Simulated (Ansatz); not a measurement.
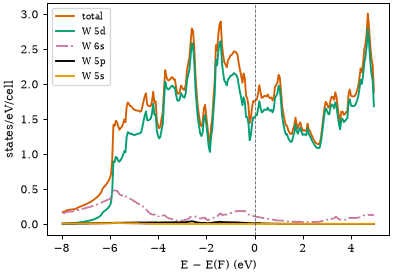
Total and projected density of states of W (hcp (Mg type), P6_3/mmc), DFT-r²SCAN in the program Ansatz with PAW potentials

Task: Which orbitals carry the states next to the Fermi level?

Result: Within 0.5 eV of the Fermi level: W 5d 87 %, W 6s 7 %, outside the projected shells 6 %. Projections are on Löwdin-orthogonalised atomic valence shells; empty p or d shells of many metals are not among them.

Task: Where is the tallest occupied peak in this window, and what makes it?

Result: Near -1.4 eV, about 2.9 states/eV per cell; the largest projected share is W 5d.

The start of the workflow was typed in or built on a structure type; the Crystallography Open Database copy checked does not list it. It is not the phase usual at ambient conditions (space group No. 229). The r²SCAN relaxation kept the symmetry of its start; whether a distortion lowers the energy is not shown. The run is not spin-polarised. Scalar-relativistic: spin–orbit coupling is off unless named, which matters more the heavier the elements.

Potentials: the later of the program's two PAW sets.
